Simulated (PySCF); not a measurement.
# AlF (charge +1, doublet): what the fields show

```xyz
2

Al    0.0000    0.0000   -0.6636
F     0.0000    0.0000    0.9424
```

Computed with PBE0/def2-TZVPPD, non-relativistic Hamiltonian with scalar-relativistic core potentials where named, at a bond length of 1.606 Å (PySCF 2.14.0).

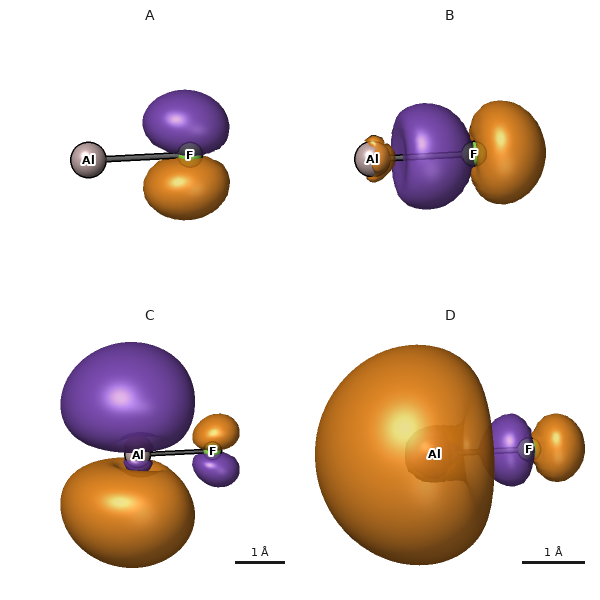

Figure 1. Four frontier β-spin orbitals, each drawn at the value that holds 80 % of its norm (orange and purple are the two phases), in no order; of a degenerate pair one member is drawn.

**Name the orbitals and rank them from lowest to highest energy.**

Orbital B: σ, occupied in this spin, −19.87 eV; mainly on F (80 %).
Orbital A: π, occupied in this spin, −18.63 eV; mainly on F (90 %).
Orbital D: σ, empty in this spin, −11.89 eV; mainly on Al (90 %).
Orbital C: π, empty in this spin, −7.16 eV; mainly on Al (95 %).

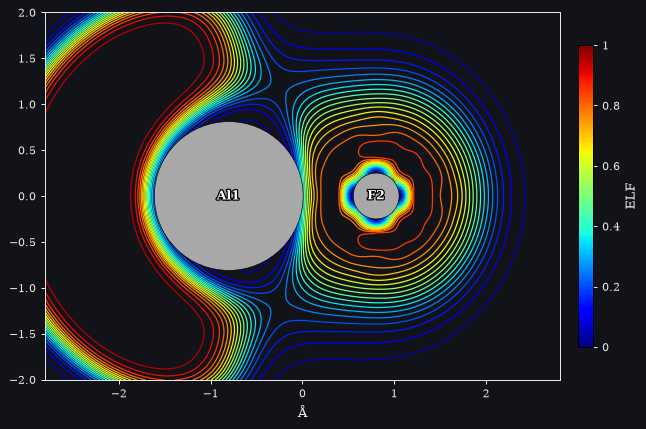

Figure 2. Electron localisation function on a plane that holds the molecular axis. Grey discs cover the atomic cores.

**What does the map show?**

Atoms in the plane: Al and F. Al–F (1.61 Å): the ELF peaks at about 0.85 in the valence shell of F, 0.6 Å from its nucleus, and is about 0.40 at the midpoint. The ELF also peaks beside F2 and Al1, away from the bonds: non-bonding electrons, paired or unpaired.

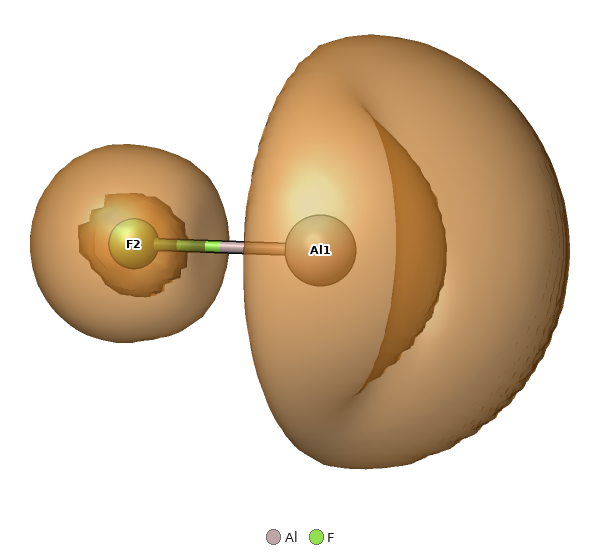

Figure 3. Isosurface of the ELF at 0.75 (orange), seen from one side. Only the valence region is drawn (cores and ρ < 0.01 e/Å³ removed).

**Describe the localisation domains.**

The surface consists of one lobe on Al, pointing away from the bonds (non-bonding electrons) and one region wrapped around F (its valence shell).
